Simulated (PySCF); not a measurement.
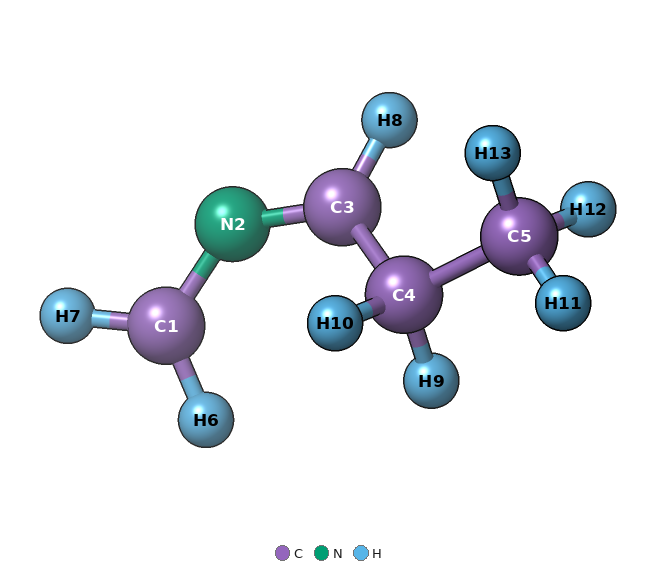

Charge 0, doublet. The computed structure is the end point of a GFN2-xTB optimisation. No frequency run is at hand to confirm it as a minimum. Method: UKS B3LYP, pcH-1 on C H N, non-relativistic (PySCF 2.14.0).

Give the isotropic hyperfine couplings (Fermi-contact term alone) of C1, N2, C3, C4, C5, H6, H7, H8, H9, H10, H11, H12, H13.

```json
{"atom": "C1", "isotope": "13C", "a_iso (MHz)": "57.7"}
{"atom": "N2", "isotope": "14N", "a_iso (MHz)": "7.9"}
{"atom": "C3", "isotope": "13C", "a_iso (MHz)": "59.1"}
{"atom": "C4", "isotope": "13C", "a_iso (MHz)": "−15.5"}
{"atom": "C5", "isotope": "13C", "a_iso (MHz)": "0.8"}
{"atom": "H6", "isotope": "1H", "a_iso (MHz)": "−28.6"}
{"atom": "H7", "isotope": "1H", "a_iso (MHz)": "−30.4"}
{"atom": "H8", "isotope": "1H", "a_iso (MHz)": "−28.3"}
{"atom": "H9", "isotope": "1H", "a_iso (MHz)": "72.3"}
{"atom": "H10", "isotope": "1H", "a_iso (MHz)": "32.6"}
{"atom": "H11", "isotope": "1H", "a_iso (MHz)": "−1.5"}
{"atom": "H12", "isotope": "1H", "a_iso (MHz)": "−0.8"}
{"atom": "H13", "isotope": "1H", "a_iso (MHz)": "−0.7"}
```
